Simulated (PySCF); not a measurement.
**C5H11BSi: NMR shielding calculation**

- system: C5H11BSi
- method: GIAO BP86/pcSseg-1 NMR shielding, non-relativistic, gas phase (PySCF 2.14.0)

The geometry comes from this level: B3LYP-D3(BJ)/def2-SVP. Figures and captions count atoms from 1; the log counts them from 0 in places.

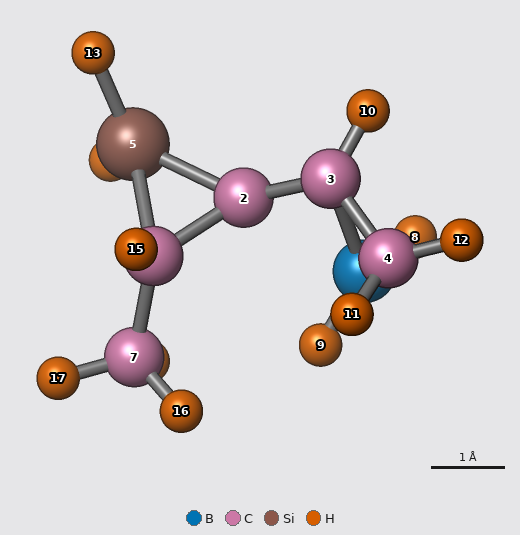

*The structure as given in the input (ball-and-stick view, seen at a tilt; atoms are numbered from 1 in the order of the input).*

### The input
```
{"job": {"kind": "nmr", "xc": "BP86", "basis": "pcSseg-1", "pop": false}, "charge": 0, "multiplicity": 1}
B      1.330547    -1.149056    -0.076793
C      0.269792     0.516031    -0.457831
C      1.560444     0.595094     0.030477
C      1.949351    -0.213322     1.166364
Si    -0.949576     1.243180    -1.618003
C     -1.114563     0.639543     0.173589
C     -1.966168    -0.569748     0.520108
H      2.019831    -1.575774    -0.965793
H      0.363559    -1.758572     0.285910
H      2.348446     0.921886    -0.656309
H      1.287262    -0.235267     2.036400
H      3.017456    -0.243098     1.396306
H     -0.887148     2.686723    -1.956710
H     -1.532493     0.384804    -2.676191
H     -1.133220     1.413067     0.957272
H     -1.580874    -1.082003     1.418012
H     -3.005886    -0.265716     0.719181
H     -1.976758    -1.307771    -0.295989
```

The first line tells a small driver script what to run in PySCF; the rest is the geometry in Å.

Machine: 1 CPU thread, shared host.

Launched with:
```bash
OMP_NUM_THREADS=1 python <driver script> task.json out
```

### Log
```
coarse grid: 14960 points
cycle   1  E = -511.2254750164  dE =  5.553e-01  |g| = 5.829e-01  |ddm| = 3.869e+00
cycle   2  E = -510.9554507827  dE =  2.700e-01  |g| = 1.110e+00  |ddm| = 2.010e+00
cycle   3  E = -511.3225107193  dE = -3.671e-01  |g| = 1.581e-01  |ddm| = 1.620e+00
cycle   4  E = -511.3281748760  dE = -5.664e-03  |g| = 8.719e-02  |ddm| = 2.820e-01
cycle   5  E = -511.3300354728  dE = -1.861e-03  |g| = 2.877e-02  |ddm| = 1.085e-01
cycle   6  E = -511.3302539341  dE = -2.185e-04  |g| = 9.962e-03  |ddm| = 4.065e-02
cycle   7  E = -511.3302778972  dE = -2.396e-05  |g| = 1.915e-03  |ddm| = 1.026e-02
cycle   8  E = -511.3302788849  dE = -9.877e-07  |g| = 4.219e-04  |ddm| = 2.905e-03
final grid: 138272 points
cycle   9  E = -511.3840531763  dE = -7.885e-05  |g| = 5.904e-03  |ddm| = 4.786e-02
cycle  10  E = -511.3840355208  dE =  1.766e-05  |g| = 9.819e-03  |ddm| = 1.463e-02
cycle  11  E = -511.3840616897  dE = -2.617e-05  |g| = 1.327e-03  |ddm| = 1.068e-02
cycle  12  E = -511.3840621997  dE = -5.100e-07  |g| = 5.317e-04  |ddm| = 2.158e-03
cycle  13  E = -511.3840622374  dE = -3.769e-08  |g| = 2.206e-04  |ddm| = 6.911e-04
cycle  14  E = -511.3840622769  dE = -3.958e-08  |g| = 5.540e-05  |ddm| = 2.960e-04
cycle  15  E = -511.3840622778  dE = -8.067e-10  |g| = 1.189e-05  |ddm| = 7.324e-05
```

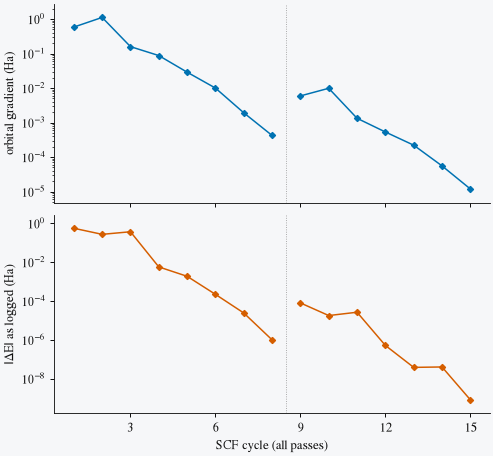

*Convergence of the self-consistent field: orbital gradient and size of the energy change against the SCF cycle. The dotted line marks the change from a coarse to the final integration grid.*

The first 8 cycles use a coarse grid, the final grid takes over at cycle 9, and the field converges after 15 cycles in all.

```
converged SCF energy = -511.3840622778

GIAO shielding tensors (ppm)
atom      isotropic    diamagn.    paramagn.     s11        s22        s33       span
  0 B      135.507     193.333     -57.826     94.927    141.624    169.970     75.043
  1 C       55.344     260.755    -205.411    -12.392      8.054    170.371    182.763
  2 C       59.109     255.850    -196.741    -21.941     51.319    147.950    169.890
  3 C      130.508     256.169    -125.662     87.093    141.886    162.544     75.452
  4 Si     461.359     883.395    -422.036    348.064    409.821    626.192    278.127
  5 C      161.853     253.986     -92.133    135.124    154.044    196.392     61.268
  6 C      154.362     245.961     -91.598    134.244    153.846    174.997     40.752
  7 H       30.857      30.155       0.703     26.611     27.402     38.559     11.948
  8 H       29.339      31.998      -2.659     25.683     30.062     32.272      6.589
  9 H       25.353      30.839      -5.487     20.850     25.008     30.199      9.349
 10 H       28.888      32.835      -3.947     24.023     27.029     35.612     11.589
 11 H       28.241      28.952      -0.711     24.577     25.053     35.093     10.516
 12 H       27.871      30.070      -2.199     23.061     25.419     35.133     12.072
 13 H       27.970      30.523      -2.553     23.177     26.743     33.989     10.812
 14 H       29.925      32.214      -2.289     24.129     28.115     37.532     13.403
 15 H       29.886      30.337      -0.451     25.046     28.791     35.820     10.774
 16 H       29.550      27.756       1.793     24.643     27.186     36.820     12.177
 17 H       30.296      30.640      -0.344     27.418     28.017     35.454      8.036
```

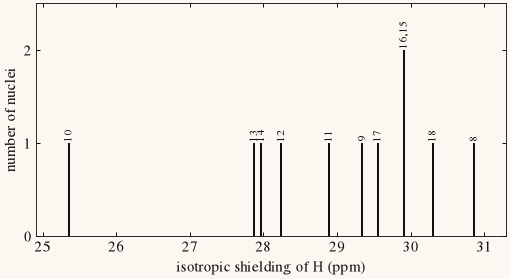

*Isotropic shieldings of the hydrogen nuclei in this fixed geometry, labelled by atom number; shielding grows to the right, so chemical shift grows to the left.*

The least shielded is H10 (25.4 ppm), the most shielded H8 (30.9 ppm).

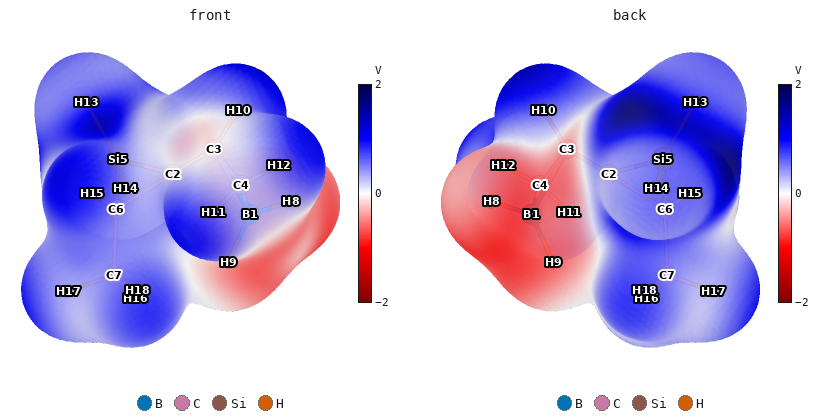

*The electrostatic potential painted on the density surface at 0.004 e/bohr³, seen at a tilt and from behind; the colour scale runs from red (negative) to blue (positive).*

Its dipole moment is 1.78 D.

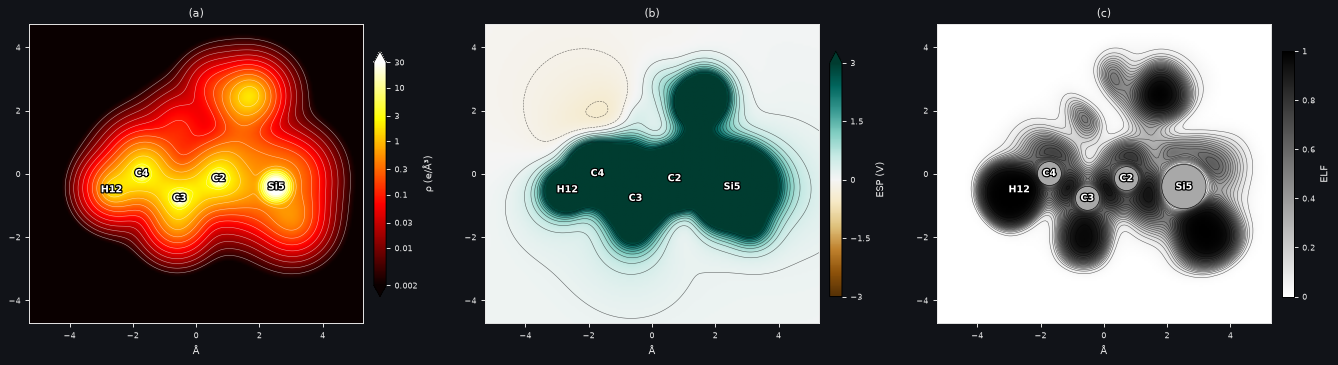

*(a) total electron density; (b) molecular electrostatic potential; (c) ELF on the plane of atoms C3, C2 and Si5. Grey discs, where drawn, cover atomic cores.*

The section cuts through C, Si and H sites. C–Si (1.83 Å): ρ at the midpoint is about 0.87 e/Å³; the ELF peaks at about 0.85 between the atoms, which marks a covalent bond.

### Summary

- outcome: converged
- total energy: −511.384062 hartree
- HOMO: −6.17 eV
- LUMO: −1.82 eV
- dipole moment: 1.78 D
- isotropic shielding, B: 135.5 ppm
- isotropic shielding, C: 55.3 to 161.9 ppm
- isotropic shielding, Si: 461.4 ppm
- isotropic shielding, H: 25.4 to 30.9 ppm
- wall time: 68 s
- peak memory: 0.71 GiB
